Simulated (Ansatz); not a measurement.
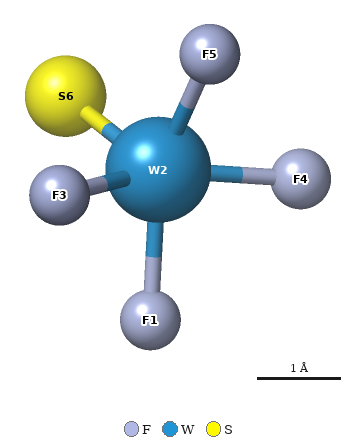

The structure as given in the input (ball-and-stick view, seen at a tilt; atoms are numbered from 1 in the order of the input). Sticks mark near contacts. Bond lengths as drawn: F–W 1.85 Å and S–W 2.09 Å.

# Two runs on WSF4

System: WSF4, SMILES [F][W]([F])([F])([F])=[S].
Method of run A: RKS SPW92 (LDA)/def2-TZVPP (Ansatz 0.2.0).

The geometry comes from this level: PBE0-D4/def2-TZVP. Text and figures count atoms from 1; the logs count them from 0 in places.

### The input, run A
```yaml
crystal:
  periodic: [false, false, false]
  atoms:
    - {symbol: F, position_ang: [-0.752769, -1.555048, 0.668625]}
    - {symbol: W, position_ang: [0.007003, -0.014331, -0.010689]}
    - {symbol: F, position_ang: [1.552070, -0.558180, 0.843428]}
    - {symbol: F, position_ang: [-1.177413, -0.207933, -1.415046]}
    - {symbol: F, position_ang: [1.127475, 0.788819, -1.240316]}
    - {symbol: S, position_ang: [-0.756366, 1.546672, 1.153999]}
basis:
  gaussian: {orbitals: def2-TZVPP}
hamiltonian: {xc: lda}
output: {orbitals: {seedname: orbitals}}
```

Hardware: 4 CPU threads, shared host.

### Output (run A)
```
Functional definition: SPW92
  exchange = slater_x
  correlation = pw_c
1243 factors; their error is unknown
mean field evaluation 1: about -23425.2299 eV, gradient 7.4e1 eV
mean field evaluation 2: about -23333.4592 eV, gradient 2.5e2 eV
mean field evaluation 4: about -23429.2246 eV, gradient 4.1e1 eV
mean field evaluation 8: about -23433.4450 eV, gradient 2.5e-1 eV
mean field evaluation 16: about -23433.4398 eV, gradient 6.0e-4 eV
mean field -23433.43981220 eV, -861.1630293424 hartree, gradient 6.3e-5 eV, S^2 0.000000; 0 other end points of the search recorded, 0 dependent functions left out
reference -23433.43984880 eV, -861.1630306874 hartree; 33, 33 occupied and 189, 189 virtual orbitals, 1243 factors
Total energy: -23433.43984880 eV, -861.1630306874 hartree
```

The input of run B differs as follows (lines with − go, lines with + come):
```diff
-hamiltonian: {xc: lda}
+correlation: {method: ccsd_t}
```

What does this change do to the results?

The total energies belong to different methods, so their difference says nothing on which is more stable or more accurate. The HOMO goes from −8.28 to −12.35 eV. The LUMO goes from −4.70 to 0.04 eV.

### Output (run B)
```
Functional definition: HF
  exchange = exact_x
  correlation = 0
1465 factors; integrals over basis functions are off by at most 5.4e-4 eV
mean field evaluation 1: about -23448.2882 eV, gradient 7.4e1 eV
mean field evaluation 2: about -23448.5733 eV, gradient 7.5e1 eV
mean field evaluation 4: about -23458.2788 eV, gradient 1.1e1 eV
mean field evaluation 8: about -23458.5552 eV, gradient 1.0e0 eV
mean field evaluation 16: about -23458.5587 eV, gradient 2.6e-6 eV
mean field -23458.55869261 eV, -862.0861311712 hartree, gradient 2.7e-6 eV, S^2 0.000000; 0 other end points of the search recorded, 0 dependent functions left out
9 core orbitals not correlated: weight in the atoms' cores, before any rotation towards them, 1.000 or more for the frozen orbitals, at most 0.000 for the correlated occupied ones
reference -23458.55869261 eV, -862.0861311712 hartree; 24, 24 occupied and 189, 189 virtual orbitals, 1465 factors
second order -45.76282606 eV of doubles, -0.00000000 eV of singles
cycle   1  -42.44981313 eV  change     3.3e0 eV  update   2.9e-1
cycle   2  -44.12926340 eV  change    -1.7e0 eV  update   1.8e-1
cycle   3  -44.48675554 eV  change   -3.6e-1 eV  update   4.1e-2
cycle   4  -44.50150473 eV  change   -1.5e-2 eV  update   1.8e-2
cycle   5  -44.47016657 eV  change    3.1e-2 eV  update   5.3e-3
cycle   6  -44.46612902 eV  change    4.0e-3 eV  update   2.3e-3
cycle   7  -44.46871103 eV  change   -2.6e-3 eV  update   9.3e-4
cycle   8  -44.46826662 eV  change    4.4e-4 eV  update   3.8e-4
cycle   9  -44.46813637 eV  change    1.3e-4 eV  update   1.6e-4
cycle  10  -44.46846054 eV  change   -3.2e-4 eV  update   7.9e-5
cycle  11  -44.46834214 eV  change    1.2e-4 eV  update   3.6e-5
cycle  12  -44.46828220 eV  change    6.0e-5 eV  update   1.5e-5
perturbative correction -2.13738431 eV, -0.0785474247 hartree
Total energy: -23505.16435912 eV, -863.7988578251 hartree
```

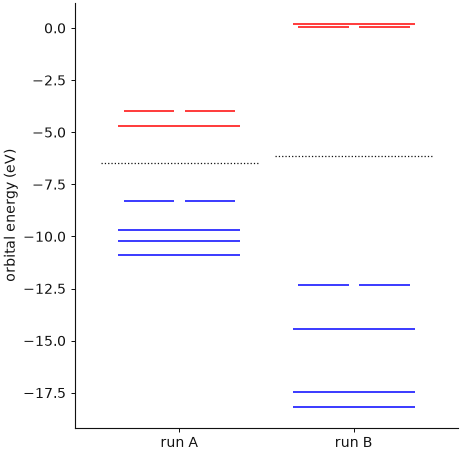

The five highest filled and three lowest empty orbital energies of the two runs; the dotted lines part filled from empty levels. The HOMO–LUMO gap is 3.59 eV in run A and 12.39 eV in run B.

### The two runs side by side

```tsv
quantity	run A	run B
outcome	converged	converged
total energy (hartree)	−861.163031	−863.798858
HOMO (eV)	−8.28	−12.35
LUMO (eV)	−4.70	0.04
basis functions	222	222
wall time (shared host)	0.9 s	2.5 min
```
